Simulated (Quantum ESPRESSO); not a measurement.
Consider HfB2 (P6/mmm).

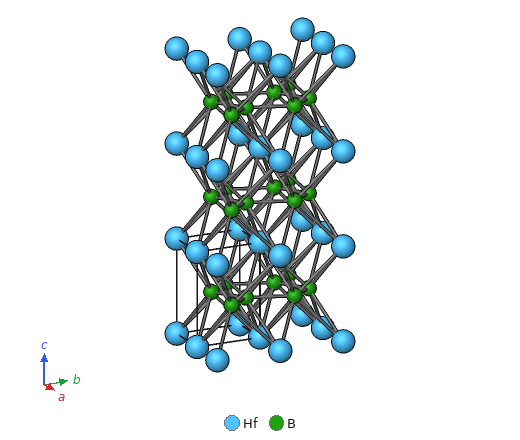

The structure (hafnium blue, boron green). 2×2×3 cells are drawn. Some periodic images of atoms are drawn too.

```xyz
3
Lattice="3.1400 0.0000 0.0000 -1.5700 2.7193 0.0000 0.0000 0.0000 3.4800" Properties=species:S:1:pos:R:3 pbc="T T T"
Hf    0.0000    0.0000    0.0000
B     1.5700    0.9064    1.7400
B     0.0000    1.8129    1.7400
```

Absorber: atom 2, with 3 B at 1.81 Å (trigonal planar, site symmetry -6m2). Method: Quantum ESPRESSO XSpectra, PBE, excited-electron core hole (neutral cell), 18-atom cell with 5.4 Å between holes, 6×6×5 k points, dipole transitions, Lorentzian half width 0.3 eV up to 4 eV, rising linearly to 2.5 eV at 25 eV, without spin-orbit coupling.

Question: Where do the maxima of the B K edge fall?

Main maxima up to 24 eV above the zero (height): 0.8 eV (0.88), 5.2 eV (1.62) and 8.8 eV (1.49). A K edge sees empty p states on the absorber. The total-energy difference is 193.79 eV. One term is added: -5.59 eV, since the hole is spin-paired here and a spin-polarised one costs that much less in the free atom (computed apart). The photon energy is then 188.20 eV. The functional leaves an error of a few eV in such absolute values.

The B K spectrum (energy from the energy zero of the input (xe0, at the border of filled and empty states); intensity scaled to a mean of 1 over the first 20 eV; the points at xe0, where the cut of filled states can leave a spike, are interpolated; polarised curves are means over the symmetry-equivalent atoms):

| E (eV) | isotropic | ε ⊥ c | ε ∥ c |
| --- | --- | --- | --- |
| -2.0 | 0.04 | 0.04 | 0.05 |
| -0.5 | 0.13 | 0.11 | 0.18 |
| 1.0 | 0.86 | 0.77 | 1.04 |
| 2.5 | 0.85 | 0.91 | 0.73 |
| 4.0 | 1.30 | 1.23 | 1.45 |
| 5.5 | 1.59 | 1.40 | 1.98 |
| 7.0 | 1.47 | 1.39 | 1.62 |
| 8.5 | 1.48 | 1.70 | 1.04 |
| 10.0 | 1.40 | 1.65 | 0.90 |
| 11.5 | 1.09 | 1.26 | 0.75 |
| 13.0 | 0.89 | 1.02 | 0.62 |
| 14.5 | 0.77 | 0.90 | 0.50 |
| 16.0 | 0.62 | 0.69 | 0.47 |
| 17.5 | 0.50 | 0.50 | 0.48 |
| 19.0 | 0.49 | 0.44 | 0.57 |
| 20.5 | 0.52 | 0.45 | 0.65 |
| 22.0 | 0.58 | 0.51 | 0.70 |
| 23.5 | 0.64 | 0.59 | 0.73 |
| 25.0 | 0.63 | 0.59 | 0.70 |
| 26.5 | 0.58 | 0.54 | 0.64 |
| 28.0 | 0.52 | 0.49 | 0.57 |
| 29.5 | 0.49 | 0.47 | 0.52 |
| 31.0 | 0.48 | 0.47 | 0.50 |

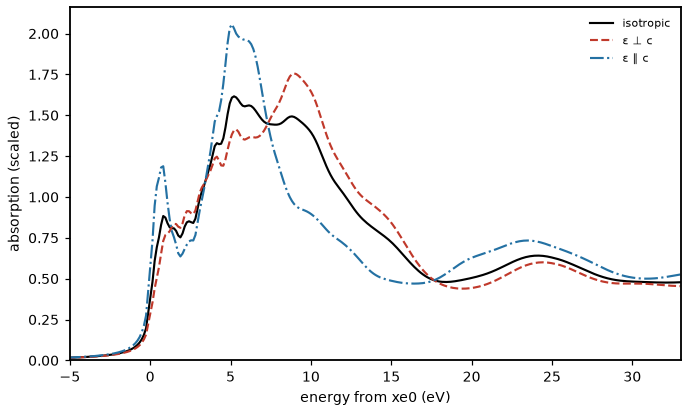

The B K edge.

The holes are only 5.4 Å apart, so the shape is probably not converged with cell size; no larger cell was run here. The structure is a published determination, not relaxed.

[Banner, clock and machine lines of the logs are left out without a mark of their own.]

[Logs are printed without paths, hosts, clocks, repeated set-up lines and the standing remarks that a program may print on its own settings, such as how far it seeks lower states.]

[Hosts, paths, dates, database ids (printed as entryN), source tags and the programs' standing remarks are cut or masked in the printed files.]

[Lists of maxima count a maximum above −3 eV only where it reaches 4 % of the highest in the window and stands out from its surroundings by 2 % of it (1.5 % where it reaches 55 %); shoulders and weaker maxima are passed over, and of the rest the first, up to two pre-edge ones and the few strongest are named.]
